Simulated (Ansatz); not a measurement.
# What SrLiH3 (model cell, started as cubic perovskite with Sr in the octahedra) distorts into, part 3 of 3

Aim: this structure of SrLiH3 (model cell, started as cubic perovskite with Sr in the octahedra) is to be tested for unstable modes, and one is followed downhill.

Ansatz 0.2.0; DFT PBEsol, scalar-relativistic, plane waves, PAW.

So far. Step 5 (Energy along the mode, all amplitudes (two of the runs …): The lowest of the steps tried is the last one, at 0.6 Å, 59.6 meV/atom below the parent; the bottom of the well need not coincide with a step. Step 7 (The new phase in its own primitive cell): The largest force component left is 0.30 meV/Å and the pressure is -0.001 GPa, within the tolerances set. The cell now holds 17.32 Å³/atom. The relaxed cell has a = 6.258, c = 8.844 Å (conventional setting).

The structure was built from a prototype and need not be the compound's stable phase.

## Step 8: Modes of the new phase, k-mesh 6×6×6

A relaxed structure may still be a saddle point, so its zone-centre modes are computed. The response to a homogeneous field gives the Born charges and the dielectric tensor.

Contents of input.yaml:

```yaml
crystal:
  lattice:
    - [-3.1288891253, 3.1288891253, 4.4219056293]
    - [3.1288891253, -3.1288891253, 4.4219056293]
    - [3.1288891253, 3.1288891253, -4.4219056293]
  atoms:
    - { symbol: Li, position: [0.25, 0.75, 0.5] }
    - { symbol: Li, position: [0.75, 0.25, 0.5] }
    - { symbol: Sr, position: [0.5, 0.5, 0.0] }
    - { symbol: Sr, position: [0.0, 0.0, 0.0] }
    - { symbol: H, position: [0.1443073647, 0.3556926353, 0.5] }
    - { symbol: H, position: [0.8556926353, 0.6443073647, 0.5] }
    - { symbol: H, position: [0.75, 0.75, 0.0] }
    - { symbol: H, position: [0.25, 0.25, 0.0] }
    - { symbol: H, position: [0.6443073647, 0.1443073647, 0.7886147295] }
    - { symbol: H, position: [0.3556926353, 0.8556926353, 0.2113852705] }
kpoints:
  mp_grid: { grid: [6, 6, 6] }
hamiltonian:
  xc: pbesol
scf:
  occupations: { method: fixed }
output:
  eigenvalues: true
phonons:
  method: dfpt
  dielectric: true
  rigid_motions: translations
```

Started as:

```
> ansatz run input.yaml --threads 8 --pin off --max-ram 14336MiB --backend cpu --events-out ev --progress --plain --runs-dir out
```

Numbers of over 12 decimals in the logs are rounded to 6 here.

What it wrote:

```text
[...]
Crystal: 10 atoms, lattice volume = 173.161 Å³
Basis set: ecut = 420 eV, 3383 PW (Γ), exchange–correlation on 96×96×96 points (8 copies of the dense FFT grid, shifted against one another)
Bands: 26, of which v1, the nominal top of the filled ones, is band 16 counted from 1 (15 counted from 0)
Symmetry: 16 space group operations
k-points: 112 of 216 (irreducible under 1 space group operation, time reversal used)
[...]
SCF iter   1: F=—  HF=-7485.635937 eV  |F-HF|=—  |Δ(HF+E_count)|=         —  Δρ=5.41e-3  dr2=4.03e-2  ethr=1.77e-3  ⟨swp⟩=5.2  Hψ=13068  notcnv=0  defer=648
[...]
SCF iter   8: F=-7485.623185 eV  HF=-7485.623185 eV  |F-HF|=9.09e-12  |Δ(HF+E_count)|=  3.66e-10  Δρ=1.44e-7  dr2=3.97e-11  ethr=1.00e-12  ⟨swp⟩=18.7  Hψ=25802  notcnv=0
SCF 1 converged in 8 iterations: F = -7485.623185 eV  dr2 = 3.97e-11
[...]
NSCF: frozen V_eff on 4 k-points
DFPT response loops at Γ: preconditioner auto → Resta (q_TF=auto, 2.059 Å⁻¹)  ε∞=7.0 (no band partly filled); β = 1.00, the filter's whole step (`scf.mixing.beta` (0.50) is not read by the response loops at its default; to damp them type it under 1.00, their step now; it binds the ground state too); Broyden in place of MSR1
── the response to a field inside a basis, on 6×6×6 k-points: an SCF that follows is theirs, and a resumed run solves both again ──
Bands: 17, of which v1, the nominal top of the filled ones, is band 16 counted from 1 (15 counted from 0)
k-points: 28 of 216
[...]
Eigensolver: Dense (28 Hₖ)
SCF iter   1: F=—  HF=-7485.618387 eV  |F-HF|=—  |Δ(HF+E_count)|=         —  Δρ=1.20e-4  dr2=7.50e-6  ethr=1.00e-1
[...]
SCF iter   4: F=-7485.618393 eV  HF=-7485.618393 eV  |F-HF|=4.90e-10  |Δ(HF+E_count)|=   4.71e-8  Δρ=1.06e-6  dr2=4.75e-9  ethr=3.52e-10
SCF 1 converged in 4 iterations: F = -7485.618393 eV  dr2 = 4.75e-9
[...]
SCF converged after 8 iterations
Free energy (F): -7485.623185 eV
[...]
Internal energy: -7485.623185 eV  (E = F + TS)
E sigma→0 (E₀):  -7485.623185 eV
Fermi energy:    1.662740 eV
[...]
--- Band table (eV; the first three rows and the last of 112) ---
  k-point 0: bands = [... 12 lower, -0.0798, 1.2708, 1.6627, 1.6627, 3.4786, 3.4786, 4.3727, 6.0079, ... 6 higher]
  k-point 1: bands = [... 12 lower, -0.0541, 1.1085, 1.2771, 1.4013, 3.2824, 3.9583, 4.6827, 6.2525, ... 6 higher]
  k-point 2: bands = [... 12 lower, -0.0451, 0.6376, 0.8722, 0.8865, 2.9911, 5.1340, 5.1991, 5.6290, ... 6 higher]
  k-point 111: bands = [... 12 lower, -0.4584, 0.2837, 1.2111, 1.2111, 4.5168, 5.4609, 5.7902, 5.7902, ... 6 higher]
--- Phonons (Γ-DFPT): 8 representative perturbations + reference, on 112 of 216 k-points (Σ response iterations 25) ---
  k mesh reduced under 1 symmetry operation, with k and −k counted as one. Each operation leaves every solved perturbation unchanged. A smaller set is not considered because the run solves the response to a homogeneous field
  ASR residual: 2.229e-4 → 0.000e0 eV/Å²; symmetrization residual: 4.883e-7 eV/Å²
  ASR residual per site (eV/Å²): 1.91e-5 1.91e-5 2.23e-4 2.23e-4 2.15e-6 2.15e-6 2.34e-5 2.34e-5 2.15e-6 2.15e-6
  Γ frequencies (cm⁻¹): -649.26 -649.26 -507.04 -507.04 -444.15 -285.15 -285.15 -199.19 -175.42 0.00 0.00 0.00 110.31 110.31 174.39 191.16 191.16 298.03 344.97 344.97 481.57 481.57 759.44 829.70 1006.47 1023.88 1023.88 1067.64 1475.30 1526.81
  ε∞ (high-frequency dielectric tensor):
        3.840671     0.000000     0.000000
        0.000000     3.840671     0.000000
        0.000000     0.000000     3.991755
  softest optical mode at Γ: -649.26 cm⁻¹; the repairs (sum rule, projections) moved no ω² at Γ by more than (3.20 cm⁻¹)²
  Born effective charges Z* (e; rows j = field, columns β = displacement):
    site 0:
         1.17234    0.00000    0.00000
        -0.00000    1.17234    0.00000
         0.00000    0.00000    1.51939
    site 1:
         1.17234    0.00000   -0.00000
        -0.00000    1.17234   -0.00000
        -0.00000    0.00000    1.51939
    site 2:
         1.93350    0.01992   -0.00000
        -0.01992    1.93350    0.00000
        -0.00000   -0.00000    1.51717
    site 3:
         1.93350   -0.01992    0.00000
         0.01992    1.93350   -0.00000
        -0.00000    0.00000    1.51717
    site 4:
        -1.01124   -0.02142    0.00000
        -0.02142   -1.01124   -0.00000
        -0.00000    0.00000   -1.05429
    site 5:
        -1.01124   -0.02142    0.00000
        -0.02142   -1.01124   -0.00000
        -0.00000    0.00000   -1.05429
    site 6:
        -1.08335    0.00000    0.00000
         0.00000   -1.08335   -0.00000
        -0.00000    0.00000   -0.92798
    site 7:
        -1.08335    0.00000    0.00000
         0.00000   -1.08335   -0.00000
        -0.00000    0.00000   -0.92798
    site 8:
        -1.01124    0.02142    0.00000
         0.02142   -1.01124   -0.00000
        -0.00000    0.00000   -1.05429
    site 9:
        -1.01124    0.02142    0.00000
         0.02142   -1.01124   -0.00000
        -0.00000    0.00000   -1.05429
  Z* charge neutrality: 2.298e-3 e pre-enforcement
  solved inside a basis spanned on kpoints, on 6×6×6 k-points, its susceptibility summed on 8×8×8: ε∞ is read to err by 1.3e-2, Z* by 1.1e-2 e (field_mesh: kpoints solves on kpoints); Z* is corrected for what the basis lacks
  optical modes at Γ without the LO–TO term, one row a degenerate level:
      ω (cm⁻¹)  modes    IR ((D/Å)²/amu)
       -649.26      2             0.0000
       -507.04      2           131.3681
       -444.15      1           104.0149
       -285.15      2             0.0000
       -199.19      1             0.0000
       -175.42      1             0.0000
        110.31      2             2.6139
[...]
optical modes at Γ + LO–TO along q̂ = [1.0000, 0.0000, 0.0000]:
      ω (cm⁻¹)  modes    IR ((D/Å)²/amu)
[...]
optical modes at Γ + LO–TO along q̂ = [0.0000, 1.0000, 0.0000]:
      ω (cm⁻¹)  modes    IR ((D/Å)²/amu)
[...]
optical modes at Γ + LO–TO along q̂ = [0.0000, 0.0000, 1.0000]:
      ω (cm⁻¹)  modes    IR ((D/Å)²/amu)
[...]
174.39      1             0.0000
        191.16      2             5.2872
        344.97      2            96.8388
        481.57      2             0.0000
        489.06      1            83.5817
        759.44      1             0.0000
        829.70      1             0.0000
       1006.47      1             0.0000
       1023.88      2            80.8793
       1067.64      1             0.0000
       1521.19      1            51.9053
       1526.81      1             0.0000
```

It took 61 s on 8 threads of Arm Neoverse V2, shared host; peak memory 2.1 GiB.

This step gave:

| Property | Result |
| --- | --- |
| sum-rule residual before enforcement | 2.23e-4 eV/Å² |
| miss of the charge sum rule | 0.002298 e |
| estimated error of the dielectric tensor | 0.01300 |
| estimated error of the Born charges | 0.01134 e |
| point group | 4/mmm |
| highest optical mode at the zone centre (no LO-TO term) | 1527 cm⁻¹ |
| lowest optical zone-centre mode | -649.3 cm⁻¹ |
| mean high-frequency dielectric constant | 3.891 |
| largest Born charge (third of the trace) | 1.795 e |
| top of the zone-centre spectrum with the field | 1527 cm⁻¹ |

Without the LO-TO term. Patterns of degenerate modes are one choice out of their space. Modes at Γ, with each element's share of the kinetic energy (negative means imaginary):

```csv
mode,frequency (cm⁻¹),symmetry,Li %,Sr %,H %
1,-649.3,Eg,0,0,100
2,-649.3,Eg,0,0,100
3,-507.0,Eu,9,0,91
4,-507.0,Eu,9,0,91
5,-444.1,A2u,43,0,57
6,-285.1,Eg,71,0,29
7,-285.1,Eg,71,0,29
8,-199.2,B1u,0,0,100
9,-175.4,B2g,99,0,1
10,0.0,acoustic,7,90,3
11,0.0,acoustic,7,90,3
12,0.0,acoustic,7,90,3
13,110.3,Eu,2,94,4
14,110.3,Eu,2,94,4
15,174.4,A1u,0,100,0
16,191.2,Eu,79,10,11
17,191.2,Eu,79,10,11
18,298.0,A2u,50,9,41
19,345.0,Eu,3,5,92
20,345.0,Eu,3,5,92
21,481.6,Eg,29,0,71
22,481.6,Eg,29,0,71
23,759.4,A1g,0,0,100
24,829.7,B2g,1,0,99
25,1006.5,B1g,0,0,100
26,1023.9,Eu,0,1,99
27,1023.9,Eu,0,1,99
28,1067.6,A2g,0,0,100
29,1475.3,A2u,0,1,99
30,1526.8,A2g,0,0,100
```

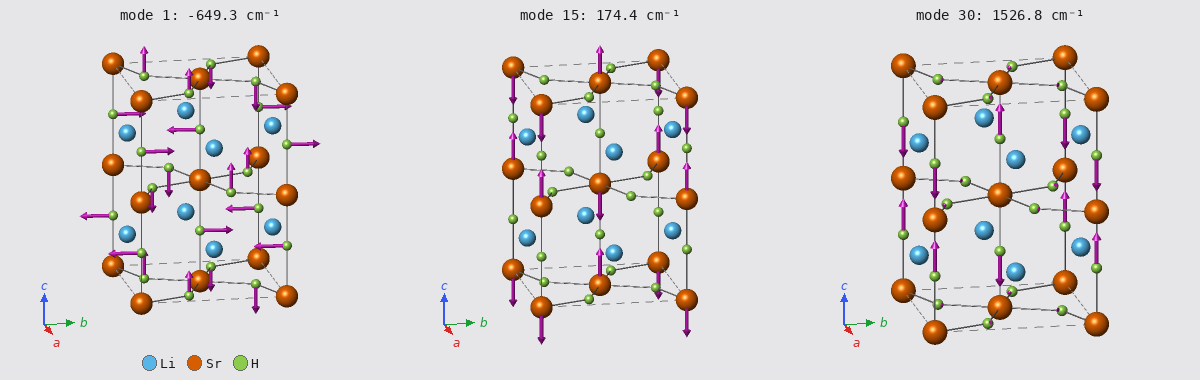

Displacement patterns of modes 1, 15 and 30 at Γ; arrows are exaggerated. Some periodic images of atoms are drawn too.

Optical modes at the zone centre, without and with the macroscopic field of the longitudinal modes; each column is sorted by frequency, so a row need not hold one and the same mode. Modes with and without the field, by row:

```csv
rank among optical modes,no field (cm⁻¹),"q along (1, 0, 0) (cm⁻¹)","q along (0, 0, 1) (cm⁻¹)"
1,-649.3,-649.3,-649.3
2,-649.3,-649.3,-649.3
3,-507,-507,-507
4,-507,-444.1,-507
5,-444.1,-373.1,-285.1
6,-285.1,-285.1,-285.1
7,-285.1,-285.1,-199.2
8,-199.2,-199.2,-175.4
9,-175.4,-175.4,40
10,110.3,110.3,110.3
11,110.3,118.6,110.3
12,174.4,174.4,174.4
13,191.2,191.2,191.2
14,191.2,200.8,191.2
15,298,298,345
16,345,345,345
17,345,481.6,481.6
18,481.6,481.6,481.6
19,481.6,566.2,489.1
20,759.4,759.4,759.4
21,829.7,829.7,829.7
22,1006,1006,1006
23,1024,1024,1024
24,1024,1068,1024
25,1068,1110,1068
26,1475,1475,1521
27,1527,1527,1527
```

Born charge (rows field, columns displacement) (e), principal values of the symmetric part by kind of site:

```csv
atom,atoms with these values,low,middle,high,mean
Li1,2,1.17,1.17,1.52,1.29
Sr3,2,1.52,1.93,1.93,1.79
H5,4,-1.05,-1.03,-0.99,-1.03
H7,2,-1.08,-1.08,-0.93,-1.03
```

In full for H5:

```
-1.01 -0.02  0.00
-0.02 -1.01  0.00
 0.00  0.00 -1.05
```

High-frequency dielectric tensor:

```
3.84 0.00 0.00
0.00 3.84 0.00
0.00 0.00 3.99
```

Transverse modes; imaginary modes are left out. Infrared lines, with heights relative to the strongest:

```csv
position (cm⁻¹),label,relative intensity
110,Eu,2.7
174,A1u,0.0
191,Eu,5.5
298,A2u,16
345,Eu,100
482,Eg,0.0
759,A1g,0.0
830,B2g,0.0
1006,B1g,0.0
1024,Eu,84
1068,A2g,0.0
1475,A2u,39
1527,A2g,0.0
```

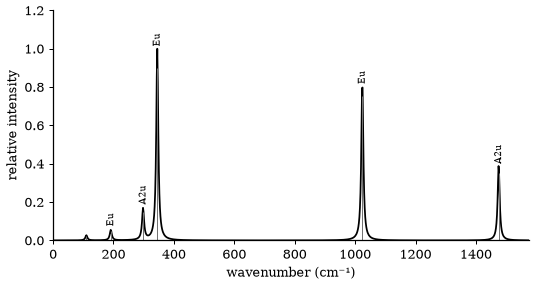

The infrared spectrum, broadened with Lorentzians of width 8 cm⁻¹; bars mark the lines.

Before it was imposed, the acoustic sum rule was missed by 2.2e-4 eV/Å² and the charge sum rule by 0.0023 e. Small misses are needed for a sound result but don't prove that mesh and cutoff are converged. The lowest optical mode is imaginary, 649.3i cm⁻¹, so the energy falls along it.

## Step 9: Outcome

| Property | Result |
| --- | --- |
| unstable mode of the parent | q = (-0.5, -0.5, -0.5), 560i cm⁻¹ |
| depth at the lowest point sampled | 59.6 meV/atom |
| largest atomic shift at that point | 0.6 Å |
| space group reached (within 0.01 Å) | I4/mcm |
| energy gained over the parent (first relaxation, on the mesh of the frozen mode) | 99.1 meV/atom |
| volume per atom, phase reached | 17.3 Å³ |
| gap on the k-mesh, phase reached | 1.21 eV |
| lowest optical zone-centre mode, phase reached | -649 cm⁻¹ |
| highest optical mode at the zone centre (no LO-TO term), phase reached | 1527 cm⁻¹ |

**Reading.** Along this mode the structure falls into I4/mcm, 99.1 meV/atom below the parent. At the parent's cell the well is 59.56 meV/atom deep on the steps tried, with its lowest point at a shift of 0.6 Å. That is the last step tried, so the steps alone don't bracket the bottom of the well. Relaxing atoms and cell changes the gain by +39.54 meV/atom against the lowest step (energies at zero smearing). The new phase still has an imaginary mode at the zone centre of its cell, so it is a saddle point on the way to a lower structure. Of the 5 patterns followed to their end from this parent, this one ends 213 meV/atom above the lowest, R-3c. Another end point lies within 1 meV/atom; how such a difference moves with mesh and cutoff was not tested. Each path keeps the symmetry of its pattern, so a lower phase may lie along a pattern not tried. The starting cell was built on a prototype and not taken from a measurement, so the phase need not exist.

[Logs are printed without paths, hosts, clocks, repeated set-up lines and the standing remarks that a program may print on its own settings, such as how far it seeks lower states.]

[Hosts, paths, dates, database ids (printed as entryN), source tags and the programs' standing remarks are cut or masked in the printed files.]
